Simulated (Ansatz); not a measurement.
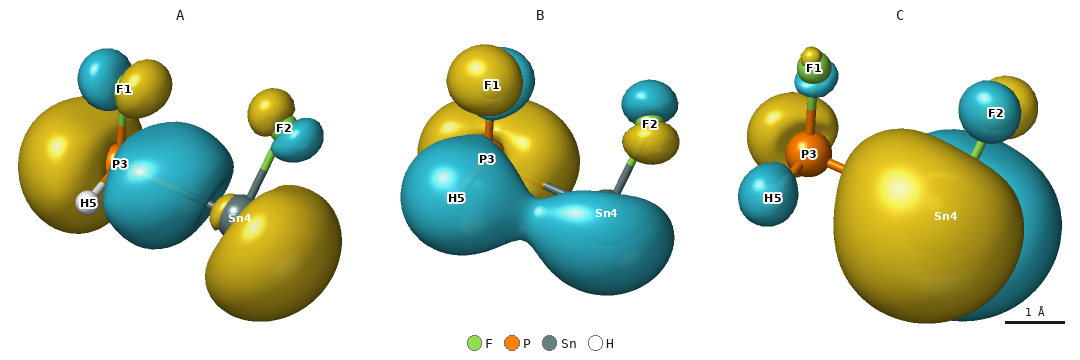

*F$_{2}$HPSn (SMILES F[PH]#[Sn][F]). Three frontier orbitals at ±0.08 Å⁻³ᐟ² (yellow and cyan are the two phases), in no order.*

Geometry: B3LYP-D3(BJ)/def2-SVP; core potentials replace the inner electrons of Sn.

The calculation used isolated molecule in a Gaussian basis; Kohn-Sham density functional theory, functional PBE0 in Ansatz.

The calculation's input:

```
basis:
  gaussian: {orbitals: def2-TZVPD}
crystal:
  periodic: [false, false, false]
  atoms:
    - {symbol: F, position_ang: [-1.203977, 0.040175, 0.712415]}
    - {symbol: F, position_ang: [1.840791, 0.998787, 0.929468]}
    - {symbol: P, position_ang: [-1.047314, 0.526949, -0.849633]}
    - {symbol: Sn, position_ang: [1.593871, 0.768722, -1.006223]}
    - {symbol: H, position_ang: [-0.921761, -0.772202, -1.467805]}
hamiltonian: {xc: pbe0}
output: {forces: true, orbitals: {seedname: orbitals}}
```

Command:

```sh
ansatz run input.yaml --threads 1 --pin off --max-ram 2610MiB --events-out events.jsonl --progress --plain --runs-dir runs
```

**Order the three orbitals by energy and name them.**

B is the HOMO−1 (−8.69 eV). Its weight (Hirshfeld) is mainly on P3 (about 55 %), Sn4 (about 15 %), H5 (about 15 %) and F1 (about 15 %). A is the HOMO (−6.42 eV). Its weight (Hirshfeld) is mainly on P3 (about 50 %), Sn4 (about 40 %) and F1 (about 10 %). C is the LUMO (−3.12 eV). It lies mainly on Sn4 (about 85 %) and P3 (about 10 %).

**What is the HOMO–LUMO gap?**

3.30 eV between the orbital energies.
